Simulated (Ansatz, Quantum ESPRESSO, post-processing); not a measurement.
# 1T-SiO2, 1 layer: response to a perpendicular field, part 5 of 5

Wanted: polarisability and gap of 1T-SiO2, 1 layer against a perpendicular field.

Quantum ESPRESSO 7.5; plane-wave DFT, PBEsol, GBRV ultrasoft pseudopotentials; geometry and cross-check by Ansatz 0.2.0 with PAW datasets.

So far. Step 13 (Bands along a path: field -0.2 V/Å): Along this path the valence top lies between K and Γ and the conduction bottom at Γ. Step 14 (Density by pp.x): The density integrates to 16.000 electrons, as the 16 of the input ask.

## 16. Charge moved by a field of 0.2 V/Å

Read from the output:

| Property | Result |
| --- | --- |
| largest charge moved across a plane | 9.12e-4 e/Å² |
| dipole step | -0.5441 eV |

The planar mean oscillates, so the rows of the table below give means over windows of 1 Å about each position, cut where the curve ends. Its maxima inside the range that stand out by 2 % of the span (Å: e/Å³): 7.8: 7.6e-4, 8.6: 3.8e-4, 9.8: 3.1e-4, 10.5: -2.3e-4. Its minima: 8.4: 2.1e-4, 9.1: -3.1e-4, 10.2: -3.8e-4, 11.1: -7.6e-4.

The planar mean by z; means over each step:

| z (Å) | planar mean (e/Å³) |
| --- | --- |
| 3 | 6.5e-9 |
| 4 | 1.0e-7 |
| 5 | 1.6e-6 |
| 6 | 2.4e-5 |
| 7 | 2.5e-4 |
| 8 | 5.3e-4 |
| 9 | -5.5e-6 |
| 10 | -3.2e-5 |
| 11 | -5.7e-4 |
| 12 | -1.8e-4 |
| 13 | -1.5e-5 |
| 14 | -9.0e-7 |
| 15 | -5.0e-8 |

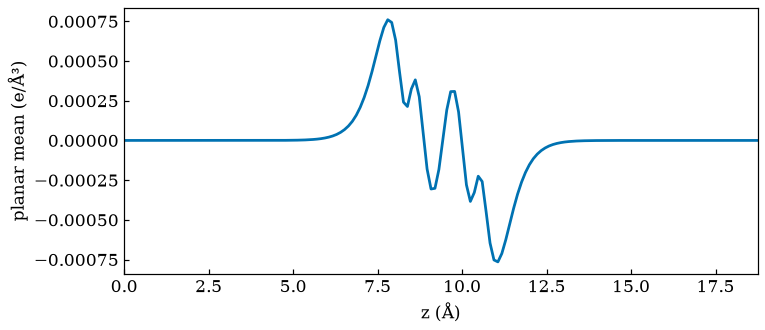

Planar mean against z.

The running integral, electrons below z by z:

| z (Å) | running integral, electrons below z (e/Å²) |
| --- | --- |
| 4 | 3.2e-8 |
| 5 | 5.0e-7 |
| 6 | 7.8e-6 |
| 7 | 1.0e-4 |
| 8 | 6.7e-4 |
| 9 | 8.8e-4 |
| 10 | 9.1e-4 |
| 11 | 4.7e-4 |
| 12 | 5.0e-5 |
| 13 | 3.3e-6 |
| 14 | 1.9e-7 |
| 15 | 9.9e-9 |

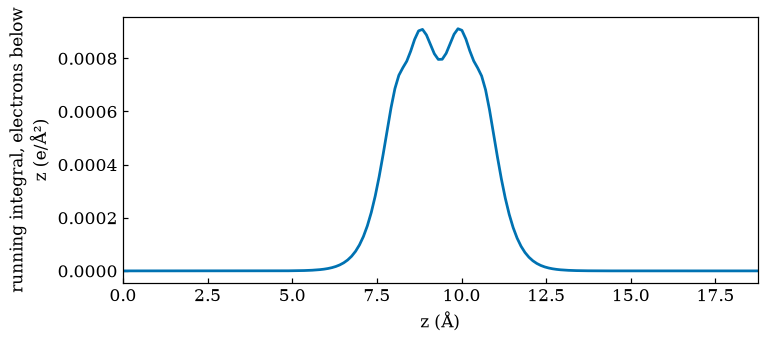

Running integral, electrons below z against z.

## 17. Polarisability from the dipole between 0 and 0.1 V/A

This step gave:

| Property | Result |
| --- | --- |
| change of slope in the vacuum | 0.10000 eV/Å |
| polarisability a cell | 1.367 Å³ |
| sheet polarisability 4πα/A | 2.725 Å |

Table of change of the potential energy, second field less first by z:

| z (Å) | change of the potential energy, second field less first (eV) |
| --- | --- |
| 0 | -0.403 |
| 1 | -0.707 |
| 2 | -0.607 |
| 3 | -0.507 |
| 4 | -0.407 |
| 5 | -0.307 |
| 6 | -0.207 |
| 7 | -0.110 |
| 8 | -0.0376 |
| 9 | -0.0105 |
| 10 | 0.0129 |
| 11 | 0.0440 |
| 12 | 0.123 |
| 13 | 0.221 |
| 14 | 0.321 |
| 15 | 0.421 |
| 16 | 0.521 |
| 17 | 0.621 |
| 18 | 0.721 |

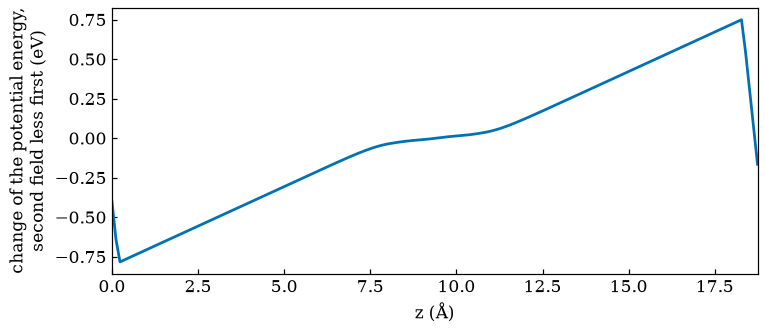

Change of the potential energy, second field less first against z.

## 18. Dipole against field

The dipole along the normal, dipole moment by applied field:

| applied field (V/Å) | dipole along the normal, dipole moment (e·Å) |
| --- | --- |
| -0.200 | -0.0189 |
| 0.000 | 0 |
| 0.100 | 0.00949 |
| 0.200 | 0.0190 |

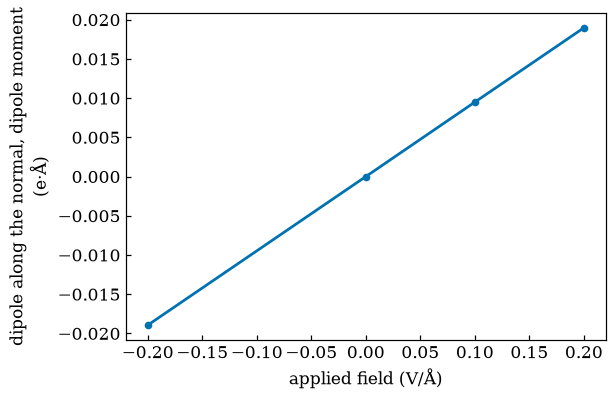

Dipole along the normal, dipole moment, plotted against applied field.

## 19. Cross-check with Ansatz: field 0.1 V/Å

As a check, the same structure is run in Ansatz.

Level of this step: plane-wave DFT, PBE, Ansatz PAW (Ansatz 0.2.0).

The input, input.yaml:

```yaml
crystal:
  lattice:
    - [2.6979741972, 0.0, 0.0]
    - [-1.3489870986, 2.3365141936, 0.0]
    - [0.0, 0.0, 18.8590399999]
  atoms:
    - { symbol: O, position: [0.6666666667, 0.3333333333, 0.4514385477] }
    - { symbol: Si, position: [0.0, 0.0, 0.5000000085] }
    - { symbol: O, position: [0.3333333333, 0.6666666667, 0.5485614438] }
kpoints:
  mp_grid: { grid: [12, 12, 1] }
hamiltonian:
  xc: pbe
scf:
  occupations: { method: fermi_dirac, width: 0.054 }
  convergence: { dr2_threshold: 1.0e-09 }
efield:
  axis: 3
  dipole_correction: true
  ramp_position: 0.97
  ramp_width: 0.04
  amplitude: 0.1
output:
  write_potential: true
  write_density: true
  volumetric_format: npy
```

Launch:

```sh
$ ansatz run input.yaml --threads 2 --pin off --max-ram 4096MiB --backend cpu --events-out ev --progress --plain --runs-dir out
```

Numbers of over 12 decimals in the logs are rounded to 6 here.

The log of the run:

```text
[...]
Crystal: 3 atoms, lattice volume = 118.885 Å³
Basis set: ecut = 420 eV, 2385 PW (Γ)
Bands: 12, of which v1, the nominal top of the filled ones, is band 8 counted from 1 (7 counted from 0)
Symmetry: 6 space group operations
k-points: 19 of 144 (time reversal used)
[...]
SCF iter   1: F=—  HF=-1775.226998 eV  |F-HF|=—  |Δ(HF+E_count)|=         —  Δρ=8.14e-2  dr2=6.86e0  ethr=3.10e-3  p=0.013 e·Å  D=1.96e-2 V/Å  ΔV_dip=-0.37 eV  dr2_dipole=7.32e-5  V_vac-E_F(+/−)=8.76/7.45 eV  ⟨swp⟩=9.3  Hψ=2073  notcnv=0
[...]
SCF iter  10: F=-1773.149205 eV  HF=-1773.149205 eV  |F-HF|=7.19e-11  |Δ(HF+E_count)|=   1.97e-8  Δρ=9.71e-7  dr2=5.47e-10  ethr=6.25e-12  p=0.009 e·Å  D=1.44e-2 V/Å  ΔV_dip=-0.27 eV  dr2_dipole=2.64e-12  V_vac-E_F(+/−)=6.27/4.86 eV  ⟨swp⟩=5.8  Hψ=1475  notcnv=0
SCF 1 converged in 10 iterations: F = -1773.149205 eV  dr2 = 5.47e-10
[...]
SCF converged after 10 iterations
Free energy (F): -1773.149205 eV
[...]
Internal energy: -1773.149205 eV  (E = F + TS)
E sigma→0 (E₀):  -1773.149205 eV
Fermi energy:    -2.018463 eV
Dipole field:    D = 0.014430 V/Å  (p = 0.009481 e·Å, saw-weighted, corrected)
Work function:   not extracted (applied field tilts the vacuum); planar V_es + V_field profile in the machine report
[...]
--- Band table (eV; the first three rows and the last of 19) ---
  k-point 0: bands = [... 4 lower, -7.3292, -6.2715, -6.2715, -5.9753, 1.1944, 2.9306, 3.1422, 3.6189]
  k-point 1: bands = [... 4 lower, -7.5091, -6.6543, -6.2519, -5.7200, 1.6245, 3.1490, 3.4343, 3.8413]
  k-point 2: bands = [... 4 lower, -7.9154, -7.4560, -6.2719, -5.4807, 2.5637, 3.6710, 4.0570, 4.4795]
  k-point 18: bands = [... 4 lower, -10.8866, -9.2884, -6.0186, -5.9898, 5.1759, 8.4811, 8.6106, 8.6119]
```

It took 2.6 s on 2 threads of Arm Neoverse V2, shared host; peak memory 0.32 GiB.

Read from the output:

- free energy: -1773.1492 eV
- Fermi energy: -2.018 eV
- gap by band count: 6.600 eV
- dipole along the normal: 0.009481 e·Å

At 0.1 V/Å Ansatz's dipole is 0.0095 e Å against 0.0095 from pw.x, under another functional.

## 20. Cross-check with Ansatz: field -0.1 V/Å

input.yaml is the input of step 19 with these lines changed:

```diff
@@ -21,3 +21,3 @@
   ramp_width: 0.04
-  amplitude: 0.1
+  amplitude: -0.1
 output:
```

The log of the run:

```text
[...]
Crystal: 3 atoms, lattice volume = 118.885 Å³
Basis set: ecut = 420 eV, 2385 PW (Γ)
Bands: 12, of which v1, the nominal top of the filled ones, is band 8 counted from 1 (7 counted from 0)
Symmetry: 6 space group operations
k-points: 19 of 144 (time reversal used)
[...]
--- Band table (eV; the first three rows and the last of 19) ---
  k-point 0: bands = [... 4 lower, -7.3615, -6.3038, -6.3038, -6.0076, 1.1621, 2.9023, 3.1244, 3.6125]
  k-point 1: bands = [... 4 lower, -7.5413, -6.6866, -6.2842, -5.7523, 1.5922, 3.1235, 3.4172, 3.8304]
  k-point 2: bands = [... 4 lower, -7.9477, -7.4883, -6.3042, -5.5129, 2.5315, 3.6442, 4.0437, 4.4710]
  k-point 18: bands = [... 4 lower, -10.9189, -9.3207, -6.0508, -6.0221, 5.1436, 8.4488, 8.5784, 8.5796]
[key lines of the parts left out:]
SCF converged after 10 iterations
Free energy (F): -1773.149206 eV
Fermi energy:    -2.050737 eV
Dipole field:    D = -0.014433 V/Å  (p = -0.009483 e·Å, saw-weighted, corrected)
```

Run time: 2.5 s. Hardware: 2 threads; peak memory 0.32 GiB; 4.8 s of CPU time.

Numbers from this step:

- Fermi energy: -2.051 eV
- dipole along the normal: -0.009483 e·Å

## 21. Dipole against field, Ansatz

Table of dipole along the normal, dipole moment by applied field:

| applied field (V/Å) | dipole along the normal, dipole moment (e·Å) |
| --- | --- |
| -0.1000 | -0.00948 |
| 0.0000 | -2.8e-5 |
| 0.1000 | 0.00948 |

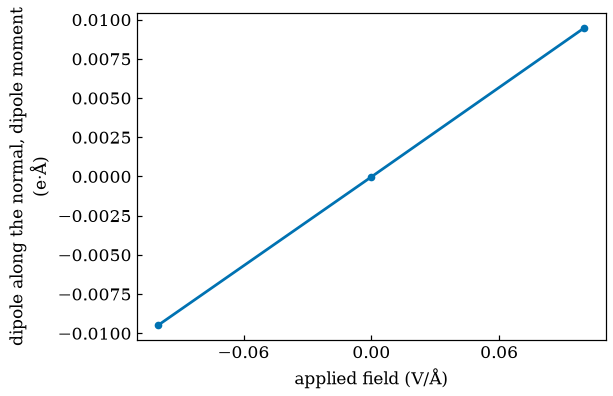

Dipole along the normal, dipole moment against applied field.

## 22. Self-consistent run, with K_POINTS = [8, 8, 1]

How much does a setting matter? One run is repeated with a change.

Level of this step: plane-wave DFT, PBEsol, GBRV ultrasoft pseudopotentials (Quantum ESPRESSO 7.5).

The input, f1.w0.in:

```
&control
  prefix = 'f1.w0'
  outdir = './out'
  pseudo_dir = './pseudo'
  calculation = 'scf'
  tprnfor = .true.
  tefield = .true.
  dipfield = .true.
/
&system
  ibrav = 0
  nat = 3
  ntyp = 2
  ecutwfc = 40
  ecutrho = 200
  occupations = 'smearing'
  smearing = 'fd'
  degauss = 0.004
  edir = 3
  emaxpos = 0.97
  eopreg = 0.04
  eamp = 0.00194469
/
&electrons
  conv_thr = 1e-09
  mixing_beta = 0.4
  electron_maxstep = 120
  mixing_mode = 'plain'
/
ATOMIC_SPECIES
  O   15.9990  o_pbesol_v1.2.uspp.F.UPF
  Si  28.0850  si_pbesol_v1.uspp.F.UPF
CELL_PARAMETERS angstrom
  2.69797419724083 0.00000000000000 -0.00000000000000
  -1.34898709862042 2.33651419356549 0.00000000000000
  -0.00000000000000 0.00000000000000 18.85903999990000
ATOMIC_POSITIONS crystal
  O   0.666666666667 0.333333333333 0.451438547694
  Si  0.000000000000 0.000000000000 0.500000008457
  O   0.333333333333 0.666666666667 0.548561443849
K_POINTS automatic
  8 8 1 0 0 0
```

Launch:

```sh
$ OMP_NUM_THREADS=1 mpirun -n 2 pw.x -nk 2 -in f1.w0.in > f1.w0.out
```

The log of the run:

```text
[banner, memory and clock lines left out]
Program PWSCF v.7.5 starts
[citation notice left out]

[...]
bravais-lattice index     =            0
     lattice parameter (alat)  =       5.0984  a.u.
     unit-cell volume          =     802.2734 (a.u.)^3
     number of atoms/cell      =            3
     number of atomic types    =            2
     number of electrons       =        16.00
     number of Kohn-Sham states=           12
     kinetic-energy cutoff     =      40.0000  Ry
     charge density cutoff     =     200.0000  Ry
     scf convergence threshold =      1.0E-09
     mixing beta               =       0.4000
     number of iterations used =            8  plain     mixing
     Exchange-correlation= SLA  PW   PSX  PSC
                           (   1   4  10   8   0   0   0)

[...]
PseudoPot. # 1 for O  read from file:
     ./pseudo/o_pbesol_v1.2.uspp.F.UPF
     Pseudo is Ultrasoft + core correction, Zval =  6.0
     Generated by new atomic code, or converted to UPF format
     Using radial grid of  737 points,  5 beta functions with:
                l(1) =   0
                l(2) =   0
                l(3) =   1
                l(4) =   1
                l(5) =   2
     Q(r) pseudized with  8 coefficients,  rinner =    0.900   0.900   0.900
                                                       0.900   0.900

     PseudoPot. # 2 for Si read from file:
     ./pseudo/si_pbesol_v1.uspp.F.UPF
     Pseudo is Ultrasoft + core correction, Zval =  4.0
     Generated by new atomic code, or converted to UPF format
     Using radial grid of  899 points,  6 beta functions with:
                l(1) =   0
                l(2) =   0
                l(3) =   1
                l(4) =   1
                l(5) =   2
                l(6) =   2
     Q(r) pseudized with  8 coefficients,  rinner =    0.900   0.900   0.900
                                                       0.900   0.900

     atomic species   valence    mass     pseudopotential
     O                 6.00    15.99900     O ( 1.00)
     Si                4.00    28.08500     Si( 1.00)

     No symmetry found

[...]
number of k points=    34  Fermi-Dirac smearing, width (Ry)=  0.0040
[...]
Dense  grid:    38441 G-vectors     FFT dimensions: (  24,  24, 162)

     Smooth grid:    27377 G-vectors     FFT dimensions: (  24,  24, 144)

     Initial potential from superposition of free atoms

     starting charge      15.9993, renormalised to      16.0000

     negative rho (up, down):  4.013E-04 0.000E+00

     Adding external electric field

     Computed dipole along edir(3) :
        Dipole                0.0000 Ry au,          0.0000 Debye
        Dipole field          0.0000 Ry au,

        E field amplitude [Ha a.u.]:  1.9447E-03
        Potential amp.        0.1331 Ry
        Total length         34.2129 bohr

     Starting wfcs are   12 randomized atomic wfcs

     per-process dynamical memory:    36.1 Mb

     Self-consistent Calculation

     iteration #  1     ecut=    40.00 Ry     beta= 0.40
     Davidson diagonalization with overlap
     ethr =  1.00E-02,  avg # of iterations =  5.7

     negative rho (up, down):  3.865E-04 0.000E+00

     Adding external electric field

     Computed dipole along edir(3) :
        Dipole                0.0166 Ry au,          0.0423 Debye
        Dipole field          0.0003 Ry au,

        E field amplitude [Ha a.u.]:  1.9447E-03
        Potential amp.        0.1152 Ry
        Total length         34.2129 bohr

     total energy              =     -74.18760746 Ry
     estimated scf accuracy    <       0.51525286 Ry

     iteration #  2     ecut=    40.00 Ry     beta= 0.40
[...]
negative rho (up, down):  4.211E-04 0.000E+00

[...]
Dipole                0.0154 Ry au,          0.0391 Debye
[...]
E field amplitude [Ha a.u.]:  1.9447E-03
[...]
total energy              =     -74.29931488 Ry
     estimated scf accuracy    <       0.01914184 Ry

     iteration #  3     ecut=    40.00 Ry     beta= 0.40
[...]
negative rho (up, down):  5.292E-04 0.000E+00

[...]
Dipole                0.0214 Ry au,          0.0545 Debye
[...]
E field amplitude [Ha a.u.]:  1.9447E-03
[...]
total energy              =     -74.29962996 Ry
     estimated scf accuracy    <       0.00637375 Ry

     iteration #  4     ecut=    40.00 Ry     beta= 0.40
[...]
negative rho (up, down):  5.149E-04 0.000E+00

[...]
Dipole                0.0149 Ry au,          0.0378 Debye
[...]
E field amplitude [Ha a.u.]:  1.9447E-03
[...]
total energy              =     -74.30007814 Ry
     estimated scf accuracy    <       0.00088975 Ry

     iteration #  5     ecut=    40.00 Ry     beta= 0.40
[...]
c_bands:  1 eigenvalues not converged
[...]
negative rho (up, down):  5.103E-04 0.000E+00

[...]
Dipole                0.0182 Ry au,          0.0462 Debye
[...]
E field amplitude [Ha a.u.]:  1.9447E-03
[...]
total energy              =     -74.30028510 Ry
     estimated scf accuracy    <       0.00005023 Ry

     iteration #  6     ecut=    40.00 Ry     beta= 0.40
[...]
negative rho (up, down):  5.089E-04 0.000E+00

[...]
Dipole                0.0180 Ry au,          0.0456 Debye
[...]
E field amplitude [Ha a.u.]:  1.9447E-03
[...]
total energy              =     -74.30028303 Ry
     estimated scf accuracy    <       0.00005422 Ry

     iteration #  7     ecut=    40.00 Ry     beta= 0.40
[...]
negative rho (up, down):  5.083E-04 0.000E+00

[...]
Dipole                0.0179 Ry au,          0.0454 Debye
[...]
E field amplitude [Ha a.u.]:  1.9447E-03
[...]
total energy              =     -74.30029670 Ry
     estimated scf accuracy    <       0.00000145 Ry

     iteration #  8     ecut=    40.00 Ry     beta= 0.40
[...]
negative rho (up, down):  5.081E-04 0.000E+00

[...]
Dipole                0.0179 Ry au,          0.0455 Debye
[...]
E field amplitude [Ha a.u.]:  1.9447E-03
[...]
total energy              =     -74.30029671 Ry
     estimated scf accuracy    <       0.00000046 Ry

     iteration #  9     ecut=    40.00 Ry     beta= 0.40
[...]
negative rho (up, down):  5.083E-04 0.000E+00

[...]
Dipole                0.0180 Ry au,          0.0456 Debye
[...]
E field amplitude [Ha a.u.]:  1.9447E-03
[...]
total energy              =     -74.30029669 Ry
     estimated scf accuracy    <       0.00000008 Ry

     iteration # 10     ecut=    40.00 Ry     beta= 0.40
[...]
negative rho (up, down):  5.086E-04 0.000E+00

[...]
Dipole                0.0179 Ry au,          0.0456 Debye
[...]
E field amplitude [Ha a.u.]:  1.9447E-03
[...]
total energy              =     -74.30029672 Ry
     estimated scf accuracy    <       0.00000003 Ry

     iteration # 11     ecut=    40.00 Ry     beta= 0.40
[...]
negative rho (up, down):  5.090E-04 0.000E+00

[...]
Dipole                0.0179 Ry au,          0.0456 Debye
[...]
E field amplitude [Ha a.u.]:  1.9447E-03
[...]
End of self-consistent calculation

          k = 0.0000 0.0000 0.0000 (  3407 PWs)   bands (ev):

   -26.3938 -22.5976  -9.9466  -7.4026  -7.4026  -6.3282  -6.3282  -6.0393
     1.1439   2.7169   2.9076   3.4034

          k = 0.0000 0.1443 0.0000 (  3375 PWs)   bands (ev):

   -26.1226 -22.4908  -9.8579  -8.7428  -7.7744  -7.1161  -6.3091  -5.6269
     2.0230   3.1466   3.5373   3.9256

[...]
the Fermi energy is    -4.1052 ev

!    total energy              =     -74.30029673 Ry
     estimated scf accuracy    <          4.6E-11 Ry
     smearing contrib. (-TS)   =      -0.00000000 Ry
     internal energy E=F+TS    =     -74.30029673 Ry

     The total energy is F=E-TS. E is the sum of the following terms:
     one-electron contribution =    -598.68431659 Ry
     hartree contribution      =     303.13947019 Ry
     xc contribution           =     -19.07618992 Ry
     ewald contribution        =     240.32080428 Ry
     electric field correction =      -0.00006469 Ry

     convergence has been achieved in  11 iterations

     negative rho (up, down):  5.090E-04 0.000E+00

     Forces acting on atoms (cartesian axes, Ry/au):

     atom    1 type  1   force =    -0.00000010   -0.00000009    0.00693944
     atom    2 type  2   force =     0.00000002    0.00000001    0.00318326
     atom    3 type  1   force =     0.00000007    0.00000008   -0.01012270

     Total force =     0.012679     Total SCF correction =     0.000005

[...]
```

Run time: 15 s. Hardware: 2 MPI ranks; peak memory 0.24 GiB; 29 s of CPU time.

The changed values were drawn from a wide range, not chosen for quality; the comparison shows what they did here together.

Beside the run it was changed from:

| quantity | this run | unchanged run | difference |
| --- | --- | --- | --- |
| dipole along the normal (e·Å) | 0.009494 | 0.009494 | 0 |
| free energy (eV) | -1010.907 | -1010.907 | 3.8e-5 |
| wall time (s) | 15 | 24 |  |
| SCF iterations | 11 | 7 |  |

The free energy moves by +0.013 meV an atom.

This run starts from superposed atoms, the unchanged one from a saved density, so their iteration counts don't compare.

The physical values in this table stay within 0.05 %.

## 23. Self-consistent run, with ecutwfc = 0.3

Another try, with an input changed as a hurried user might.

The input, f1.bad.in:

```
&control
  prefix = 'f1.bad'
  outdir = './out'
  pseudo_dir = './pseudo'
  calculation = 'scf'
  tprnfor = .true.
  tefield = .true.
  dipfield = .true.
  ecutwfc = 0.3
/
&system
  ibrav = 0
  nat = 3
  ntyp = 2
  ecutwfc = 40
  ecutrho = 200
  occupations = 'smearing'
  smearing = 'fd'
  degauss = 0.004
  edir = 3
  emaxpos = 0.97
  eopreg = 0.04
  eamp = 0.00194469
/
&electrons
  conv_thr = 1e-09
  mixing_beta = 0.4
  electron_maxstep = 60
  mixing_mode = 'plain'
/
ATOMIC_SPECIES
  O   15.9990  o_pbesol_v1.2.uspp.F.UPF
  Si  28.0850  si_pbesol_v1.uspp.F.UPF
CELL_PARAMETERS angstrom
  2.69797419724083 0.00000000000000 -0.00000000000000
  -1.34898709862042 2.33651419356549 0.00000000000000
  -0.00000000000000 0.00000000000000 18.85903999990000
ATOMIC_POSITIONS crystal
  O   0.666666666667 0.333333333333 0.451438547694
  Si  0.000000000000 0.000000000000 0.500000008457
  O   0.333333333333 0.666666666667 0.548561443849
K_POINTS automatic
  12 12 1 0 0 0
```

Launch:

```sh
$ OMP_NUM_THREADS=1 mpirun -n 2 pw.x -nk 2 -in f1.bad.in > f1.bad.out
```

The log of the run:

```text
[banner, memory and clock lines left out]
Program PWSCF v.7.5 starts

          URL

 %%%%%%%%%%%%%%%%%%%%%%%%%%%%%%%%%%%%%%%%%%%%%%%%%%%%%%%%%%%%%%%%%%%%%%%%%%%%%%
     Error in routine  read_namelists (1):
      bad line in namelist &control: "  ecutwfc = 0.3" (error could be in the previous line)
 %%%%%%%%%%%%%%%%%%%%%%%%%%%%%%%%%%%%%%%%%%%%%%%%%%%%%%%%%%%%%%%%%%%%%%%%%%%%%%

     stopping ...
[the rest left out]
```

Run time: 0.75 s. Hardware: 2 MPI ranks; peak memory 0.1 GiB.

The input was rejected at the start.

The program's message: “Error in routine  read_namelists (1): bad line in namelist &control: "  ecutwfc = 0.3" (error could be in the previous line)”

The change that led to it: control.ecutwfc = 0.3.

The message: “read_namelists (1): bad line in namelist &control: " ecutwfc = 0.3" (error could be in the previous line)”. The key doesn't belong in &control, and its own namelist already sets it; the stray line has to go.

## 24. A check by hand

α = Δp/E = (0.00949 − (0.00000)) e Å / 0.1 V/Å = 0.0949 e Å²/V; times e/(4πε₀) = 14.40 V Å this is 1.367 Å³. With A = 6.304 Å², 4πα/A = 2.725 Å.

## 25. Results

```
polarisability along the normal, a cell    : 1.37 Å³
sheet polarisability 4πα/A                 : 2.73 Å
dipole without a field                     : 0 e·Å
Kohn-Sham ionisation potential, upper face : 9.00 eV
gap along the path at 0 V/Å                : 6.60 eV
gap along the path at 0.2 V/Å              : 6.58 eV
gap along the path at -0.2 V/Å             : 6.58 eV
```

**Reading.** The sheet answers a field with a polarisability of 1.37 Å³ a cell, or 4πα/A = 2.73 Å (PBEsol, GBRV ultrasoft). In pw.x the dipole follows the field linearly over the range tried. A perfect conductor 2.73 Å thick would screen alike; the outer atoms lie 1.83 Å apart. At 0.1 V/Å the sheet takes 0.273 eV off the potential drop. At 0.2 V/Å the gap along the path goes from 6.60 to 6.58 eV. Quantum ESPRESSO and Ansatz give 1.367 and 1.365 Å³ for the polarisability (pw.x from 0 and 0.1 V/Å, Ansatz from ±0.1 V/Å, under PBE), which agree. The ions stay at their zero-field places, so this is the electrons' response alone. Semilocal gaps are too small, and in strong fields empty levels can belong to the vacuum.

[Logs are printed without paths, hosts, clocks, repeated set-up lines and the standing remarks that a program may print on its own settings, such as how far it seeks lower states.]

[Hosts, paths, dates, database ids (printed as entryN), source tags and the programs' standing remarks are cut or masked in the printed files.]

[Maps of the electrostatic potential energy from Ansatz leave out the sawtooth potential of an applied field or a dipole correction, so their vacuum need not be flat; planar profiles and work functions include it.]
